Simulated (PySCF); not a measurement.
C2H6O, SMILES `CCO`.

PySCF calculation, CAM-B3LYP/6-31G*, gas phase; geometry: GFN2-xTB. No frequency check shows the geometry to be a minimum. Without diffuse functions Rydberg states are missing, so the states' numbers hold for this basis only.

Input script:

```python
import numpy as np
from pyscf import gto, scf, dft, tdscf
from pyscf.scf import atom_ks, atom_hf
from scipy.linalg import block_diag

def solve(mol, dm0=None, hcore=None):
    mf = (dft.UKS if mol.spin else dft.RKS)(mol, xc='camb3lyp')
    mf.grids.level = 3
    mf = mf.density_fit(auxbasis='def2-universal-jkfit')
    mf.conv_tol, mf.max_cycle = 1e-8, 80
    if hcore is not None:
        mf.get_hcore = lambda *args: hcore
    mf.kernel(dm0)
    if not mf.converged:
        mf = mf.newton().run(mf.mo_coeff, mf.mo_occ, max_cycle=30)
    assert mf.converged, 'SCF not converged'
    return mf

mol = gto.M(atom='''
C      1.22712    -0.21960    -0.00021
C     -0.08902     0.54208    -0.00007
O     -1.14696    -0.39404    -0.00016
H      2.06111     0.47643     0.00099
H      1.28597    -0.85103    -0.88135
H      1.28460    -0.85261     0.88168
H     -0.14807     1.18563    -0.89004
H     -0.14945     1.18404     0.89180
H     -1.98705     0.07500    -0.00016
''', basis='6-31g*', charge=0, spin=0, verbose=4)
mf = solve(mol)
td = mf.TDDFT()
td.nstates, td.singlet, td.conv_tol = 4, False, 1e-5
td.kernel()
td.analyze()
x, y = np.array([p[0] for p in td.xy]), np.array([p[1] + 0 * p[0] for p in td.xy])
f, mu = np.zeros(len(td.e)), np.zeros((len(td.e), 3))
nto = [td.get_nto(state=i + 1, verbose=4) for i in range(len(td.e))]
# spherically averaged free atoms, for the promolecule
atm = atom_ks.get_atm_nrks(mol, xc='camb3lyp')
pro = block_diag(*[(atm[a[0]][2] * atm[a[0]][3]) @ atm[a[0]][2].T for a in mol._atom])
np.savez('result.npz', e=td.e, f=f, ok=td.converged, w=[n[0] for n in nto], nto=[n[1] for n in nto], x=x, y=y, c=mf.mo_coeff, occ=mf.mo_occ, eps=mf.mo_energy, pro=pro, mu=mu)
```

Command:

```sh
OMP_NUM_THREADS=1 python input.py
```

The run took 76 s on 1 thread of Arm Neoverse V2 (shared host), peak memory 0.42 GiB.

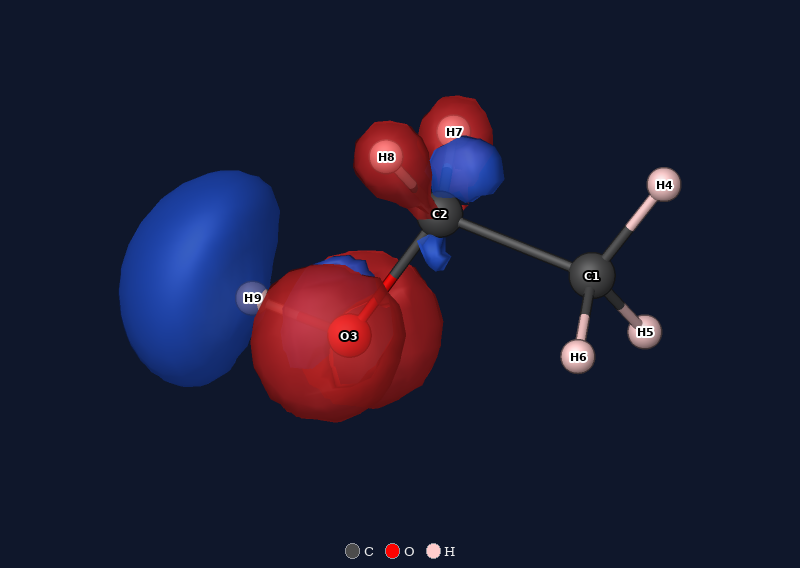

Unrelaxed difference density of T₁ less the ground state (full linear response triplet states), ±0.06 e/Å³; blue: gain, red: loss.

Q: How does the charge move on excitation?

A: 0.78 e is displaced in all, of which about 0.5 e passes between atoms: O3 (0.46 e) loses electrons and H9 (0.45 e) gains them. The state: 7.27 eV (171 nm), spin-forbidden from the singlet ground state, n → σ*; the leading pair carries 99 %; hole on O3 (73 %), C2 (10 %) and H7 and H8 (5 % each), electron on H9 (50 %), O3 (27 %) and C2 (11 %); their centroids lie 0.9 Å apart.
